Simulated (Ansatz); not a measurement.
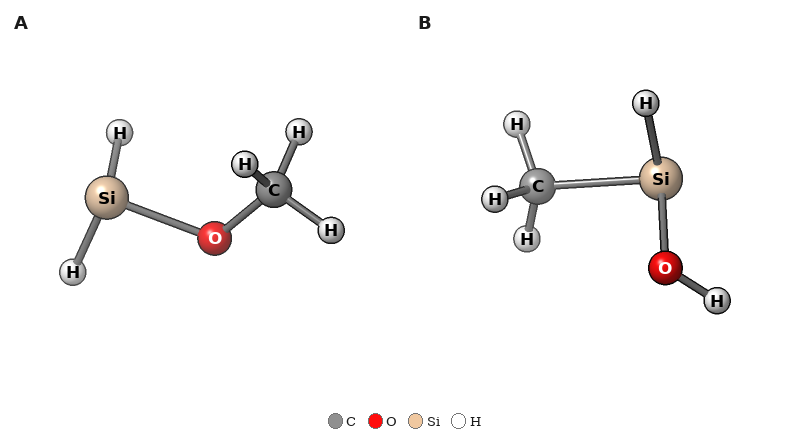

Atoms fade into the background with distance from the viewer. Charge −1, singlet. Computed geometry: PBE0-D4/def2-TZVPD optimisation. No frequency run is at hand to confirm it as a minimum.

Are A and B the same structure? If not, how do they differ?

No. They are constitutional isomers of CH5OSi (charge −1): A is CO[SiH2-], B is C[SiH-]O
